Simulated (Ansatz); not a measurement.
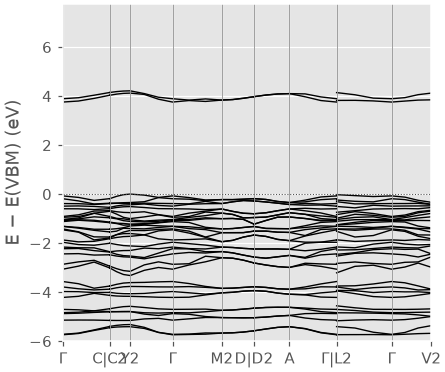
Figure. Band structure from the program Ansatz at the HSE06 level (PAW)

### Question
Read off the gap and where the band edges lie.

### Answer
About 3.8 eV (3.76 eV among the points solved); maximum at Y2, minimum at Γ.

The material is LiAgF₄ in space group C2/c (No. 15; Li on 4e, Ag on 4d, F on 8f, F on 8f).

The first step of the workflow began from a Materials Project structure, measured or hypothetical; the Crystallography Open Database copy checked does not list it. Its standing as an ambient phase is unchecked. The HSE06 relaxation kept the symmetry of its start; its stability against distortions is not shown here. No spin polarisation was allowed. The hybrid was solved on a coarse mesh, the path and, where they were found, the r²SCAN edge points; its band edges are the extreme levels among these. Spin–orbit coupling is left out wherever it is not named.

Potentials: the later of the program's two PAW sets.
